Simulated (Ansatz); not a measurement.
## Electronic structure of C2H7NSi2 (SMILES NC#C[SiH2][SiH3]) in real space

Input file:

```
crystal:
  periodic: [false, false, false]
  atoms:
    - { symbol: "N", position_ang: [-0.8868, 3.1692, 0.2381] }
    - { symbol: C, position_ang: [-0.7739, 1.7668, 0.3071] }
    - { symbol: C, position_ang: [-0.6622, 0.5835, 0.3576] }
    - { symbol: Si, position_ang: [-0.307, -1.2554, 0.4451] }
    - { symbol: Si, position_ang: [1.4536, -1.8743, -0.8334] }
    - { symbol: H, position_ang: [-0.8467, 3.7053, 1.121] }
    - { symbol: H, position_ang: [-1.7892, 3.5064, -0.1907] }
    - { symbol: H, position_ang: [-1.5599, -1.9439, -0.061] }
    - { symbol: H, position_ang: [-0.1832, -1.6742, 1.9049] }
    - { symbol: H, position_ang: [0.95543, -2.79349, -1.91907] }
    - { symbol: H, position_ang: [2.47129, -2.54858, -0.04128] }
    - { symbol: H, position_ang: [2.04392, -0.70224, -1.51441] }
basis:
  gaussian: { orbitals: def2-SVP }
hamiltonian:
  xc: revpbe
  dispersion: d4
relax:
  f_tol: 0.015
  max_steps: 40
output:
  orbitals: {}
```

Run with:

```sh
ansatz run input.yaml --threads 2 --pin off --max-ram 3072MiB --backend cpu --events-out ev --progress --plain --runs-dir out
```

The fields are those of the relaxed geometry.

Method: RKS revPBE-D4/def2-SVP (Ansatz).

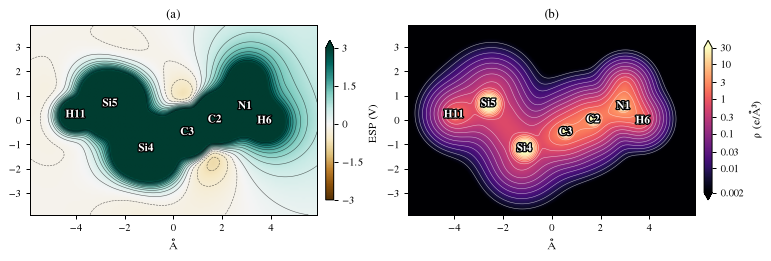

Figure 1. (a) electrostatic potential; (b) total electron density on the plane of atoms C3, Si4 and Si5.

Q: What does the map show?

A: The section cuts through N, C, Si and H sites.
C–C (1.24 Å): the density is about 2.5 e/Å³ at the midpoint.
C–N (1.35 Å): ρ at the midpoint is about 2.3 e/Å³.
C–Si (1.82 Å): the density is about 0.94 e/Å³ at the midpoint.
Si–Si (2.36 Å): ρ at the midpoint is about 0.62 e/Å³.
N–H (1.02 Å): ρ at the midpoint is about 2.7 e/Å³.
Outside the dense part of the molecule the potential is most negative (−0.8 V) near C3.

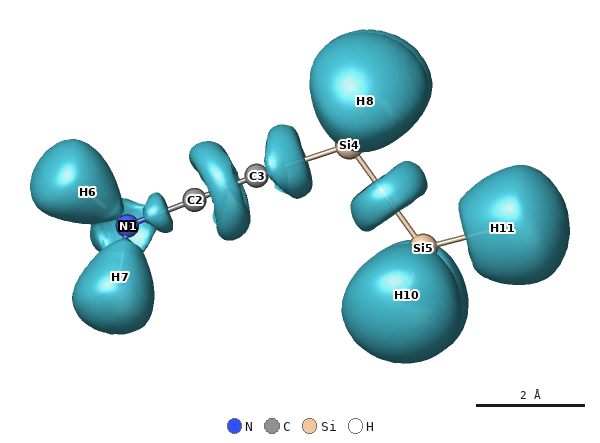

Figure 2. Isosurface of the electron localisation function at 0.8 (cyan), seen at an oblique angle. Only the valence region is drawn (cores and ρ < 0.01 e/Å³ removed).

Q: Describe the localisation domains.

A: At this value the surface marks out one region between bonded C–C atoms (shared pairs), one region between bonded C–Si atoms (shared pairs), one region between bonded Si–Si atoms (shared pairs), five regions around hydrogen nuclei and one joined region spread over several atoms (H, N), in which their bonds and any lone pairs are merged. Profiles from the grid: C–C (1.24 Å): the ELF peaks at about 0.85 between the atoms: a short, multiple covalent bond. C–N (1.35 Å): the ELF peaks at about 0.90 between the atoms; a covalent bond.

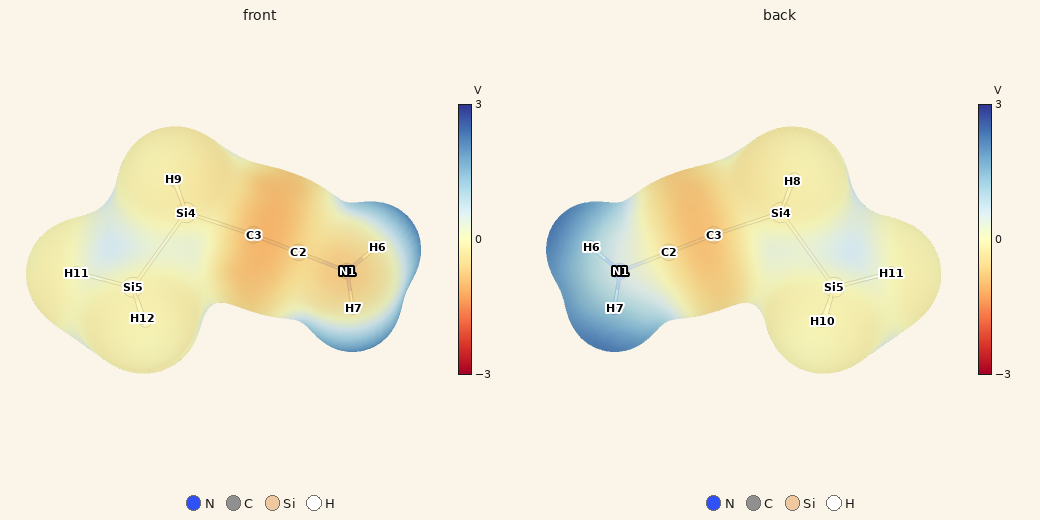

Figure 3. The molecular electrostatic potential painted on the density surface at 0.002 e/bohr³, seen from the front and from behind; red is negative and blue positive.

Q: Describe the electrostatic potential map.

A: The most negative region (about −1.1 V, or −25 kcal/mol for a unit charge) lies over C2 and C3, the most positive (about +2.2 V, or +51 kcal/mol for a unit charge) over H6 and H7.
